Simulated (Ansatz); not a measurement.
Input

```
crystal:
  periodic: [false, false, false]
  atoms:
    - {symbol: C, position_ang: [-0.453398, -2.841879, -2.552655]}
    - {symbol: C, position_ang: [-0.869161, -1.382955, -2.652770]}
    - {symbol: C, position_ang: [0.053928, -0.418045, -1.918162]}
    - {symbol: C, position_ang: [0.062779, -0.596484, -0.408063]}
    - {symbol: C, position_ang: [1.020000, 0.339565, 0.330655]}
    - {symbol: C, position_ang: [0.633887, 1.817305, 0.227226]}
    - {symbol: C, position_ang: [-0.618008, 2.153397, 1.027668]}
    - {symbol: C, position_ang: [-0.462389, 1.749811, 2.487699]}
    - {symbol: C, position_ang: [-0.087660, 0.279848, 2.618894]}
    - {symbol: C, position_ang: [1.159142, -0.044687, 1.805139]}
    - {symbol: H, position_ang: [-0.487411, -3.206739, -1.523697]}
    - {symbol: H, position_ang: [-1.110135, -3.481506, -3.146897]}
    - {symbol: H, position_ang: [0.567717, -2.983312, -2.919500]}
    - {symbol: H, position_ang: [-0.909405, -1.095865, -3.708785]}
    - {symbol: H, position_ang: [-1.889693, -1.265474, -2.269022]}
    - {symbol: H, position_ang: [1.076320, -0.534657, -2.301009]}
    - {symbol: H, position_ang: [-0.246849, 0.605238, -2.164216]}
    - {symbol: H, position_ang: [-0.959339, -0.476558, -0.031506]}
    - {symbol: H, position_ang: [0.350143, -1.625462, -0.165645]}
    - {symbol: H, position_ang: [2.004651, 0.218114, -0.139360]}
    - {symbol: H, position_ang: [1.466879, 2.418081, 0.612669]}
    - {symbol: H, position_ang: [0.507647, 2.110652, -0.818526]}
    - {symbol: H, position_ang: [-0.831351, 3.223869, 0.951065]}
    - {symbol: H, position_ang: [-1.485582, 1.638524, 0.598422]}
    - {symbol: H, position_ang: [0.326627, 2.361540, 2.944110]}
    - {symbol: H, position_ang: [-1.380896, 1.961395, 3.043508]}
    - {symbol: H, position_ang: [-0.925338, -0.340836, 2.280723]}
    - {symbol: H, position_ang: [0.077092, 0.023254, 3.669786]}
    - {symbol: H, position_ang: [1.401707, -1.109232, 1.889546]}
    - {symbol: H, position_ang: [2.008095, 0.503127, 2.232714]}
basis:
  gaussian: {orbitals: def2-TZVPP}
hamiltonian: {xc: pbe0, dispersion: d4}
output: {orbitals: {seedname: orbitals}}
```

Command:

```sh
ansatz run in.yaml --threads 4 --pin off --events-out ev --progress --plain --max-ram 46080MiB --backend cuda --devices 0, --max-vram 37GiB
```

Geometry: PBE0-D4/def2-TZVP.

Theory: RKS PBE0-D4/def2-TZVPP in Ansatz.

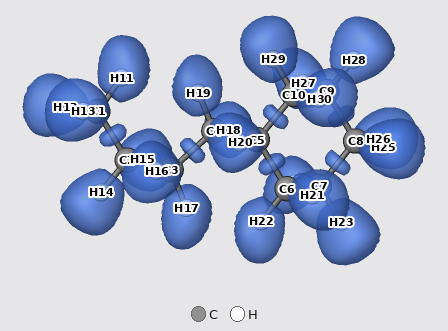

C₁₀H₂₀ (SMILES CCCCC1CCCCC1). Isosurface of the ELF at 0.85 (blue), seen across its widest extent. Core shells and regions of very low density are left out.

> Where are the electrons localised?

The surface consists of ten regions between bonded C–C atoms (shared pairs) and 20 regions around hydrogen nuclei.

Values along the shortest contacts:
C–C (1.52 Å): the ELF peaks at about 0.95 between the atoms (a covalent bond). C–H (1.09 Å): the ELF climbs to about 1 towards the hydrogen, as it does in any bond to H; a covalent bond by its length.
